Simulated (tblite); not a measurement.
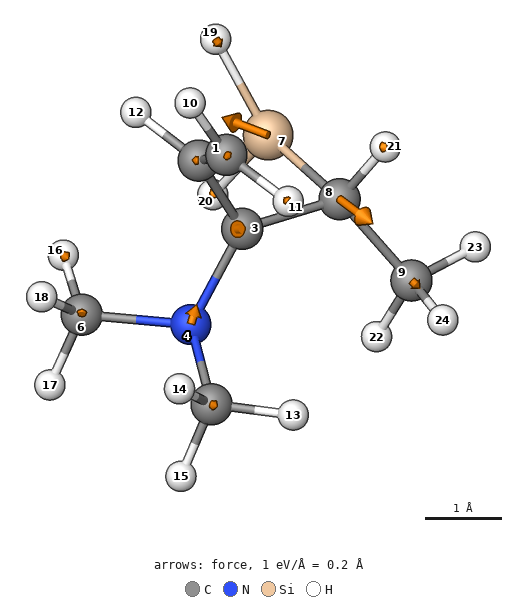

Starting geometry of C$_{7}$H$_{15}$NSi with the computed forces as orange arrows. The picture is a ball-and-stick view, seen at a tilt.

Level of theory: GFN2-xTB geometry optimisation, gas phase (tblite 0.8.0). 

Is this structure relaxed? If not, where do the atoms go?

It isn't relaxed: the largest force vector, on the Si atom, is 3.94 eV/Å. The final displacements have little in common with the starting forces (cosine between the two patterns 0.12). The largest move after the best rigid fit is that of an H atom, 2.11 Å. Largest moves by element: H 2.11 Å, C 0.71 Å, Si 0.48 Å, N 0.05 Å. Among the contacts that change: C–Si 2.260 → 1.922 Å, C–Si 1.774 → 1.878 Å, C–C 1.484 → 1.548 Å, H–Si 1.494 → 1.451 Å. Bond angles that change, for instance: C–C–Si 87.4° → 67.5°, N–C–C 121.4° → 114.5°, Si–C–H 112.0° → 118.5°. Over 166 geometry steps the energy falls by 31.2 kcal/mol.
